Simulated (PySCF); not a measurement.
**PBE0/STO-6G run of H3NO (hydroxylamine)**

What is the energy change on altering one bond length of H3NO (hydroxylamine) at PBE0/STO-6G? Input form: a Python script.

The calculation is run with PySCF 2.14.0.

10 further runs of the same task are left out: 2 that didn't finish, 8 set aside as unsound or not needed.

## 1. The structure to begin with

H3NO: 5 atoms, total charge 0, spin state singlet. SMILES: `NO`. The shape is that of a GFN2-xTB optimisation. This is one conformer, not always the lowest.

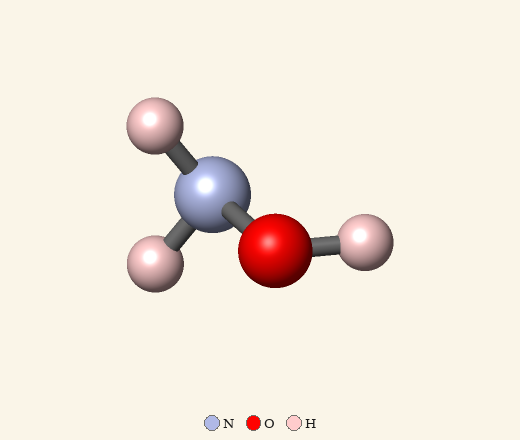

Viewed from a chosen angle; nitrogen light blue, oxygen red, hydrogen pink.

## 2. A single-point energy at PBE0/STO-6G

File input.xyz:

```xyz
5

N     -0.178910    -0.366440    -0.312920
O      0.371730     0.674250     0.501760
H     -0.161770    -1.206140     0.265260
H     -1.156690    -0.114310    -0.454620
H      1.125640     1.012630     0.000530
```

File job.py:

```python
from pyscf import gto, dft

mol = gto.Mole()
mol.atom = 'input.xyz'
mol.max_memory = 1860
mol.basis = 'sto-6g'
mol.spin = 0
mol.charge = 0
mol.verbose = 4
mol.build()

calc0 = dft.RKS(mol)
calc0.xc = 'pbe0'
calc0.conv_tol = 1e-10
calc0.grids.level = 5
calc0.kernel()
if not calc0.converged:
    calc0 = calc0.newton().run(calc0.mo_coeff, calc0.mo_occ)

e_tot = calc0.e_tot
print('E(%s) = %.9f' % ('PBE0', e_tot))
```

Started as:

```bash
$ OMP_NUM_THREADS=1 python job.py
```

The log of the run:

```text
PySCF version 2.14.0

[INPUT] num. atoms = 5
[INPUT] num. electrons = 18
[INPUT] charge = 0
[INPUT] spin (= nelec alpha-beta = 2S) = 0
[INPUT] symmetry False subgroup None
[INPUT] Mole.unit = angstrom
[INPUT] Symbol           X                Y                Z      unit          X                Y                Z       unit  Magmom
[INPUT]  1 N     -0.178910000000  -0.366440000000  -0.312920000000 AA   -0.338090900946  -0.692471241086  -0.591333098899 Bohr   0.0
[INPUT]  2 O      0.371730000000   0.674250000000   0.501760000000 AA    0.702467892285   1.274147839488   0.948188980262 Bohr   0.0
[INPUT]  3 H     -0.161770000000  -1.206140000000   0.265260000000 AA   -0.305700995171  -2.279274267883   0.501268751802 Bohr   0.0
[INPUT]  4 H     -1.156690000000  -0.114310000000  -0.454620000000 AA   -2.185827311023  -0.216014593299  -0.859107290750 Bohr   0.0
[INPUT]  5 H      1.125640000000   1.012630000000   0.000530000000 AA    2.127151314855   1.913593365518   0.001001554846 Bohr   0.0

nuclear repulsion = 39.3019440603771
number of shells = 9
number of NR pGTOs = 78
number of NR cGTOs = 13
basis = sto-6g
ecp = {}

******** <class 'pyscf.dft.rks.RKS'> ********
method = RKS
initial guess = minao
damping factor = 0
level_shift factor = 0
DIIS = <class 'pyscf.scf.diis.CDIIS'>
diis_start_cycle = 1
diis_space = 8
diis_damp = 0
SCF conv_tol = 1e-10
SCF conv_tol_grad = None
SCF max_cycles = 50
direct_scf = True
direct_scf_tol = 1e-13
XC library pyscf.dft.libxc version 7.0.0
    S. Lehtola, C. Steigemann, M. J.T. Oliveira, and M. A.L. Marques.,  SoftwareX 7, 1–5 (2018)
XC functionals = pbe0
radial grids:
    Treutler-Ahlrichs [JCP 102, 346 (1995); DOI:10.1063/1.469408] (M4) radial grids

becke partition: Becke, JCP 88, 2547 (1988); DOI:10.1063/1.454033
pruning grids: <function nwchem_prune>
grids dens level: 5
symmetrized grids: False
atomic radii adjust function: <function treutler_atomic_radii_adjust>
small_rho_cutoff = 0
Set gradient conv threshold to 1e-05
Initial guess from minao.
tot grids = 155712
init E= -131.200754368416
  HOMO = -0.256944845716387  LUMO = 0.118701869589095  gap/eV = 10.22187
cycle= 1 E= -130.994848667182  delta_E= 0.206  |g|= 0.343  |ddm|= 2.63
  HOMO = -0.0470916281545809  LUMO = 0.358056462756585  gap/eV = 11.02464
cycle= 2 E= -131.019271919498  delta_E= -0.0244  |g|= 0.256  |ddm|= 0.92
  HOMO = -0.137964535667145  LUMO = 0.28859575345953  gap/eV = 11.60730
cycle= 3 E= -131.040782012668  delta_E= -0.0215  |g|= 0.0418  |ddm|= 0.372
  HOMO = -0.152135636608505  LUMO = 0.279811713099094  gap/eV = 11.75389
cycle= 4 E= -131.041304098753  delta_E= -0.000522  |g|= 0.00666  |ddm|= 0.0601
  HOMO = -0.150965490717705  LUMO = 0.281717609910416  gap/eV = 11.77391
cycle= 5 E= -131.041317947143  delta_E= -1.38e-05  |g|= 0.000232  |ddm|= 0.00865
  HOMO = -0.151006181293912  LUMO = 0.28168072483303  gap/eV = 11.77401
cycle= 6 E= -131.041317977173  delta_E= -3e-08  |g|= 4.66e-05  |ddm|= 0.000706
  HOMO = -0.150998906181599  LUMO = 0.281682377239567  gap/eV = 11.77386
cycle= 7 E= -131.041317978099  delta_E= -9.26e-10  |g|= 1.98e-06  |ddm|= 0.000114
  HOMO = -0.150998727886087  LUMO = 0.281683041885192  gap/eV = 11.77387
cycle= 8 E= -131.041317978101  delta_E= -2.13e-12  |g|= 2.44e-07  |ddm|= 6.37e-06
  HOMO = -0.150998690171582  LUMO = 0.281683004788897  gap/eV = 11.77387
Extra cycle  E= -131.041317978101  delta_E= -5.68e-14  |g|= 1.79e-07  |ddm|= 5.89e-07
converged SCF energy = -131.041317978101
E(PBE0) = -131.041317978
```

Run time: 2.5 s. Hardware: 1 thread of Arm Neoverse V1, shared host; peak memory 0.17 GiB.

## 3. The distorted shape at the same level

File calc.py:

```python
from pyscf import gto, dft

molecule = gto.Mole()
molecule.atom = '''
N   -1.535959  -0.975529   0.589301
O   -0.985319   0.065161   1.403981
H   -1.518819  -1.815229   1.167481
H   -2.513739  -0.723399   0.447601
H    1.125640   1.012630   0.000530
'''
molecule.max_memory = 1860
molecule.basis = 'sto-6g'
molecule.verbose = 4
molecule.spin = 0
molecule.charge = 0
molecule.build()

mf = dft.RKS(molecule, xc='pbe0')
mf.conv_tol = 1e-10
mf.grids.level = 5
mf.kernel()
if not mf.converged:
    mf = mf.newton().run(mf.mo_coeff, mf.mo_occ)

etot = mf.e_tot
print('E(%s) = %.9f' % ('PBE0', etot))
```

Started as:

```bash
$ OMP_NUM_THREADS=1 python calc.py
```

The log of the run:

```text
PySCF version 2.14.0

[INPUT] num. atoms = 5
[INPUT] num. electrons = 18
[INPUT] charge = 0
[INPUT] spin (= nelec alpha-beta = 2S) = 0
[INPUT] symmetry False subgroup None
[INPUT] Mole.unit = angstrom
[INPUT] Symbol           X                Y                Z      unit          X                Y                Z       unit  Magmom
[INPUT]  1 N     -1.535959000000  -0.975529000000   0.589301000000 AA   -2.902541848561  -1.843482636571   1.113617494932 Bohr   0.0
[INPUT]  2 O     -0.985319000000   0.065161000000   1.403981000000 AA   -1.861983055330   0.123136444003   2.653139574093 Bohr   0.0
[INPUT]  3 H     -1.518819000000  -1.815229000000   1.167481000000 AA   -2.870151942786  -3.430285663368   2.206219345633 Bohr   0.0
[INPUT]  4 H     -2.513739000000  -0.723399000000   0.447601000000 AA   -4.750278258638  -1.367025988784   0.845843303081 Bohr   0.0
[INPUT]  5 H      1.125640000000   1.012630000000   0.000530000000 AA    2.127151314855   1.913593365518   0.001001554846 Bohr   0.0

nuclear repulsion = 35.5102162814038
number of shells = 9
number of NR pGTOs = 78
number of NR cGTOs = 13
basis = sto-6g
ecp = {}

******** <class 'pyscf.dft.rks.RKS'> ********
method = RKS
initial guess = minao
damping factor = 0
level_shift factor = 0
DIIS = <class 'pyscf.scf.diis.CDIIS'>
diis_start_cycle = 1
diis_space = 8
diis_damp = 0
SCF conv_tol = 1e-10
SCF conv_tol_grad = None
SCF max_cycles = 50
direct_scf = True
direct_scf_tol = 1e-13
XC library pyscf.dft.libxc version 7.0.0
    S. Lehtola, C. Steigemann, M. J.T. Oliveira, and M. A.L. Marques.,  SoftwareX 7, 1–5 (2018)
XC functionals = pbe0
radial grids:
    Treutler-Ahlrichs [JCP 102, 346 (1995); DOI:10.1063/1.469408] (M4) radial grids

becke partition: Becke, JCP 88, 2547 (1988); DOI:10.1063/1.454033
pruning grids: <function nwchem_prune>
grids dens level: 5
symmetrized grids: False
atomic radii adjust function: <function treutler_atomic_radii_adjust>
small_rho_cutoff = 0
Set gradient conv threshold to 1e-05
[... 1 set-up line as earlier in the session ...]
tot grids = 155712
init E= -130.820713319146
  HOMO = -0.208348851202957  LUMO = -0.150970987094595  gap/eV = 1.56133
cycle= 1 E= -130.325022090653  delta_E= 0.496  |g|= 0.55  |ddm|=  2.7
  HOMO = 0.371162645396443  LUMO = 0.386903638803624  gap/eV = 0.42833
cycle= 2 E= -129.866321792216  delta_E= 0.459  |g|= 1.11  |ddm|= 3.25
  HOMO = -0.0296070541569176  LUMO = 0.0432300876365216  gap/eV = 1.98200
cycle= 3 E= -130.39433570487  delta_E= -0.528  |g|= 0.381  |ddm|= 1.44
  HOMO = -0.112987701067163  LUMO = 0.0207636473746646  gap/eV = 3.63956
cycle= 4 E= -130.379781731044  delta_E= 0.0146  |g|= 0.368  |ddm|= 2.96
  HOMO = -0.0655729608877405  LUMO = -0.0278188167771984  gap/eV = 1.02734
cycle= 5 E= -130.713562683517  delta_E= -0.334  |g|= 0.399  |ddm|= 2.32
  HOMO = -0.0797272114633967  LUMO = -0.0208327986908372  gap/eV = 1.60260
cycle= 6 E= -130.574856983647  delta_E= 0.139  |g|= 0.516  |ddm|= 0.538
  HOMO = -0.108795130956663  LUMO = -0.0339480306649727  gap/eV = 2.03669
cycle= 7 E= -130.633516633877  delta_E= -0.0587  |g|= 0.46  |ddm|= 0.186
  HOMO = -0.110609392799856  LUMO = -0.0325629748240016  gap/eV = 2.12375
cycle= 8 E= -130.618585750619  delta_E= 0.0149  |g|= 0.472  |ddm|= 0.0515
  HOMO = -0.105382151846241  LUMO = -0.0351870016142701  gap/eV = 1.91011
cycle= 9 E= -130.666872262548  delta_E= -0.0483  |g|= 0.436  |ddm|= 0.182
  HOMO = -0.104624260995409  LUMO = -0.0371116163581399  gap/eV = 1.83711
cycle= 10 E= -130.698264178249  delta_E= -0.0314  |g|= 0.397  |ddm|= 0.126
  HOMO = -0.109510718792314  LUMO = -0.0424544555342176  gap/eV = 1.82469
cycle= 11 E= -130.759478550413  delta_E= -0.0612  |g|= 0.26  |ddm|= 0.293
  HOMO = -0.114121217572792  LUMO = -0.0450785043312903  gap/eV = 1.87875
cycle= 12 E= -130.787135880891  delta_E= -0.0277  |g|= 0.138  |ddm|= 0.218
  HOMO = -0.115438682879186  LUMO = -0.0456881880275058  gap/eV = 1.89801
cycle= 13 E= -130.7971436195  delta_E= -0.01  |g|= 0.0237  |ddm|= 0.197
  HOMO = -0.114508824307608  LUMO = -0.0454492292838468  gap/eV = 1.87921
cycle= 14 E= -130.797371173904  delta_E= -0.000228  |g|= 0.0123  |ddm|= 0.0642
  HOMO = -0.114801173976427  LUMO = -0.045608548947631  gap/eV = 1.88283
cycle= 15 E= -130.797305430093  delta_E= 6.57e-05  |g|= 0.0168  |ddm|= 0.0503
  HOMO = -0.114780496337623  LUMO = -0.0455886513616442  gap/eV = 1.88281
cycle= 16 E= -130.797449634462  delta_E= -0.000144  |g|= 0.00299  |ddm|= 0.0234
  HOMO = -0.114743946589498  LUMO = -0.0455656534308699  gap/eV = 1.88244
cycle= 17 E= -130.797454409018  delta_E= -4.77e-06  |g|= 2.97e-05  |ddm|= 0.00506
  HOMO = -0.114743962282106  LUMO = -0.0455654599662263  gap/eV = 1.88244
cycle= 18 E= -130.79745440721  delta_E= 1.81e-09  |g|= 7.08e-05  |ddm|= 0.000245
  HOMO = -0.114744301216958  LUMO = -0.0455656908504565  gap/eV = 1.88245
cycle= 19 E= -130.797454409848  delta_E= -2.64e-09  |g|= 1.32e-07  |ddm|= 0.00012
  HOMO = -0.114744329152781  LUMO = -0.0455657146142198  gap/eV = 1.88245
cycle= 20 E= -130.797454409848  delta_E= -2.84e-14  |g|= 2.69e-07  |ddm|= 4.86e-07
  HOMO = -0.114744310160437  LUMO = -0.0455657102011436  gap/eV = 1.88245
Extra cycle  E= -130.797454409843  delta_E= 4.43e-12  |g|= 3.01e-06  |ddm|= 5.5e-06
converged SCF energy = -130.797454409843
E(PBE0) = -130.797454410
```

Run time: 4.5 s. Hardware: 1 thread of Arm Neoverse V1, shared host; peak memory 0.17 GiB.

## 4. Outcome

At PBE0/STO-6G:

| quantity | value |
| --- | --- |
| first shape: total energy | -131.04132 Eh |
| first shape: dipole moment | 0.38 D |
| first shape: HOMO energy | -4.11 eV |
| first shape: LUMO energy | 7.66 eV |
| first shape: HOMO–LUMO gap | 11.77 eV |
| distorted shape: total energy | -130.79745 Eh |
| distorted shape: dipole moment | 2.66 D |
| distorted shape: HOMO energy | -3.12 eV |
| distorted shape: LUMO energy | -1.24 eV |
| distorted shape: HOMO–LUMO gap | 1.88 eV |
| energy change with the O2–H5 bond stretched from 0.966 to 2.706 Å | 6.636 eV |

In words: One bond (distorted shape) is far stretched, which a spin-restricted single reference describes badly; a broken-symmetry solution may lie lower. With the O2–H5 bond stretched from 0.966 to 2.706 Å the energy rises by 6.64 eV (640 kJ/mol). The first shape isn't relaxed at this level, so the change isn't measured from a minimum. A restricted reference can't describe the breaking bond well at this length. The minimal basis adds a large error of its own.
